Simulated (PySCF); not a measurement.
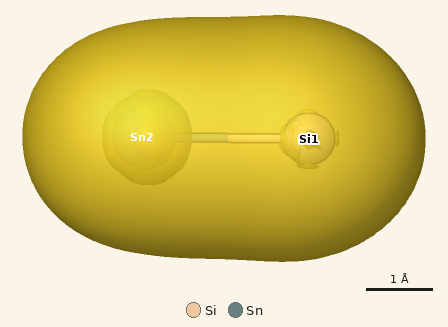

Figure. SiSn (charge +1, quartet). Isosurface of the spin density at +0.015 e/Å³ (yellow), seen from one side.

Core potentials replace the inner electrons of Sn.

The calculation used PBE0/def2-SVPD, non-relativistic Hamiltonian with scalar-relativistic core potentials where named, at a bond length of 2.558 Å (PySCF).

```yaml
atoms:
  - { symbol: Si, position_ang: [0.0000, 0.0000, -2.0741] }
  - { symbol: Sn, position_ang: [0.0000, 0.0000, 0.4839] }
```

Where is the unpaired spin?

The unpaired spin (3 electrons) lies mostly on Si1 (about 1.7) and Sn2 (about 1.3), in electrons by Hirshfeld's partition.
